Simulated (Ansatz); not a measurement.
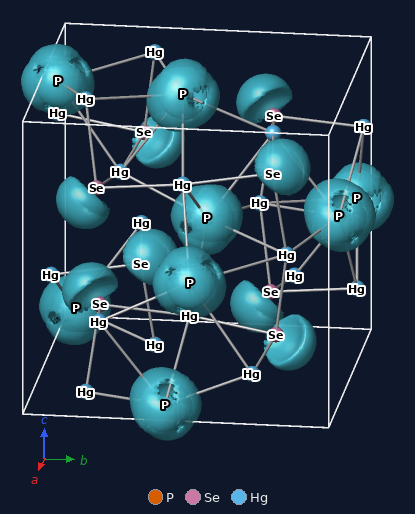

*Hg$_{3}$P$_{2}$Se$_{2}$. Isosurface of the electron localisation function at 0.8 (cyan), seen at an oblique angle. Only the valence region is drawn (cores and ρ < 0.01 e/Å³ removed). Sticks mark near contacts.*

Space group I2₁3; built by placing these elements on a known structure type; not relaxed (largest force 1.1 eV/Å); computed pressure about 2 GPa in this cell.

All numbers below come from Ansatz, DFT, PAW plane waves, r2SCAN.

> What do the ELF domains correspond to?

At this value the surface marks out eight lobes on Se, pointing away from the bonds (lone pairs) and eight regions wrapped around P (the valence shell of each), counted in one cell of 28 atoms. Any copies at cell faces, edges or corners count once.

Values along the shortest contacts:
Hg–Se (2.54 Å): the ELF is about 0.40 at the midpoint and 0.25 at its lowest between the atoms. Hg–P (2.78 Å): the ELF peaks at about 0.85 in the valence shell of P, 0.8 Å from its nucleus, and drops to about 0.25 between the two atoms.
